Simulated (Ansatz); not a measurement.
# Calculations on BH2Cl3

### Relaxation

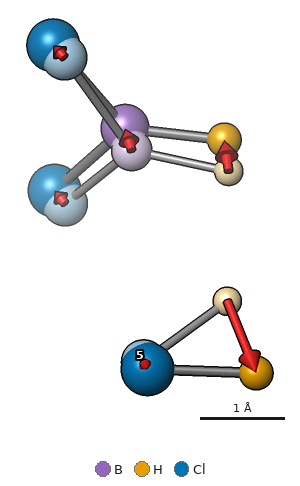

A relaxation of BH2Cl3. The starting structure is drawn faded, the final one solid; red arrows show the displacements, at their true length. The two geometries are superimposed by the best rigid fit.

Style: ball-and-stick. Shown from a free direction.

The run prepares an end point of a later path (reaction) calculation, from a guessed geometry.

Computed with RKS PBE/6-31G* (Ansatz 0.2.0). (no spin polarisation; force threshold 0.03 eV/Å; at most 50 steps)

Describe the change and its energy.

Over 15 accepted moves (19 points after the start) the energy falls by 10.7 kJ/mol. Largest force component: 0.98 eV/Å at the start, 0.01 eV/Å at the end. The line search rejected the trial steps at points 7, 10, 14, 15 of the run. The forces were under the threshold at step 9, but the run went on from there. The largest move after the best rigid fit is that of an H atom, 1.08 Å. Largest moves by element: H 1.08 Å, B 0.33 Å, Cl 0.22 Å. Some distances before and after: Cl–H 1.338 → 1.297 Å. Cost: 43 s on 1 thread of Arm Neoverse V1 (shared host), peak memory 0.11 GiB.

### Relaxation

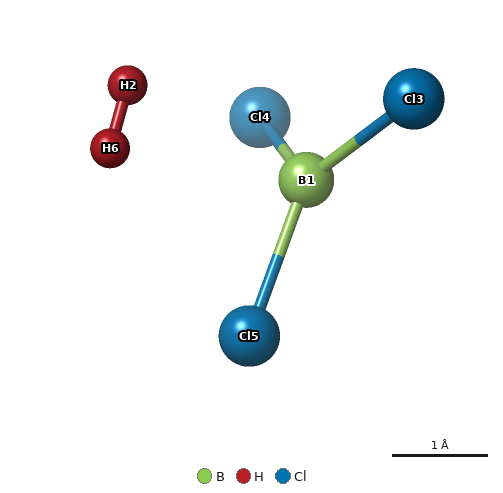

Starting structure of BH2Cl3. The picture is a ball-and-stick view, seen at a tilt.

The run prepares an end point of a later path (reaction) calculation, from a guessed geometry.

Computed with RKS PBE/6-31G* in Ansatz 0.2.0.

The input:
```yaml
crystal:
  periodic: [false, false, false]
  atoms:
    - { symbol: B, position_ang: [0.023476, -0.631151, -0.436275] }
    - { symbol: H, position_ang: [0.00703, 0.207809, 1.81155] }
    - { symbol: Cl, position_ang: [1.527318, 0.181209, -0.795088] }
    - { symbol: Cl, position_ang: [-1.511789, 0.123189, -0.79102] }
    - { symbol: Cl, position_ang: [0.056223, -2.329827, 0.218453] }
    - { symbol: H, position_ang: [0.026642, -0.474929, 2.012079] }
basis:
  gaussian: { orbitals: "6-31G*" }
hamiltonian:
  xc: pbe
relax:
  f_tol: 0.03
  max_steps: 50
output:
  orbitals: {}
```

Command:
```bash
ansatz run input.yaml --threads 1 --pin off --max-ram 2048MiB --backend cpu --events-out ev --progress --plain --runs-dir out
```

Predict the outcome.

The energy falls by 0.246 eV in 10 accepted moves (11 points after the start). Largest force component: 1.6 eV/Å at the start, 0.017 eV/Å at the end. The line search rejected the trial step at point 10 of the run. The forces were under the threshold at step 5, but the run went on from there. The atom that moves furthest after the best rigid fit is H2 (0.74 Å). Largest moves by element: H 0.74 Å, Cl 0.51 Å, B 0.38 Å. Some distances before and after: B1–Cl5 1.821 → 1.755 Å, H2–H6 0.712 → 0.750 Å, B1–Cl3 1.746 → 1.754 Å. The run took 31 s on 1 thread of Arm Neoverse V1, with other jobs on the host, peak memory 0.11 GiB.

Final geometry:

```xyz
6

B     0.0258   -0.7855   -0.7824
H     0.0028    0.4781    2.4982
Cl    1.5289    0.0811   -1.0410
Cl   -1.5100    0.0232   -1.0366
Cl    0.0585   -2.4653   -0.2740
H     0.0230   -0.2553    2.6555
```

The end point in the same view:

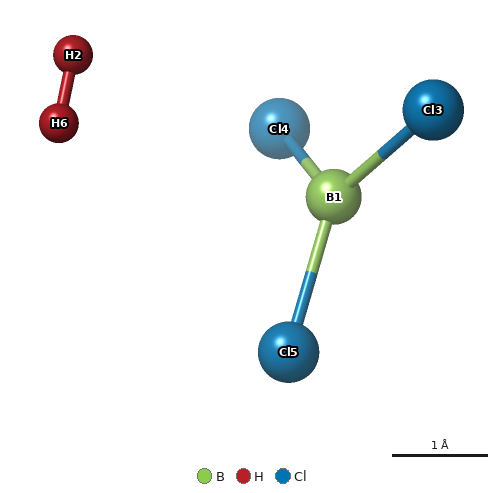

Limits of the set-up: the start holds two separate molecules, 2.4 Å apart at their closest, whose relative position is a soft coordinate and is computed without a dispersion correction.

### Path

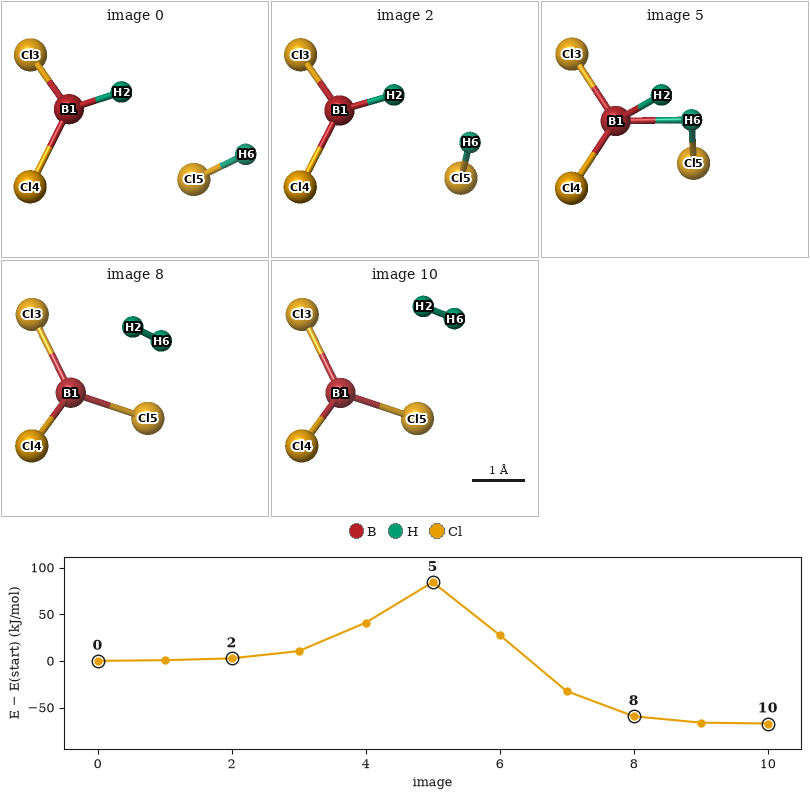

NEB run on BH2Cl3, made up at the start of BHCl₂ and HCl. Images are numbered from 0 (start) to 10 (end). The picture is a ball-and-stick view, seen from a free direction.

The calculation used RKS PBE/6-31G* in Ansatz. Settings: 9 movable images; climbing image; force threshold 0.05 eV/Å; iteration limit 60; starting path through a guess of the saddle point.

Question: What happens along the path, and what is the barrier?

Answer: Breaking: B1–H2 (1.20 → 1.30 at the top → 3.52 Å), Cl5–H6 (1.30 → 1.56 at the top → 3.67 Å). Forming: B1–Cl5 (3.50 → 2.14 at the top → 1.76 Å), H2–H6 (3.36 → 1.07 at the top → 0.75 Å). Forward barrier 84.3 kJ/mol, backward barrier 151.4 kJ/mol, with image 5 at the top; the reaction energy is −67.1 kJ/mol. The band converged in 22 iterations, with a climbing image at the top.

Limits of the set-up: the start holds two separate molecules, 3.4 Å apart at their closest, whose relative position is a soft coordinate and is computed without a dispersion correction.
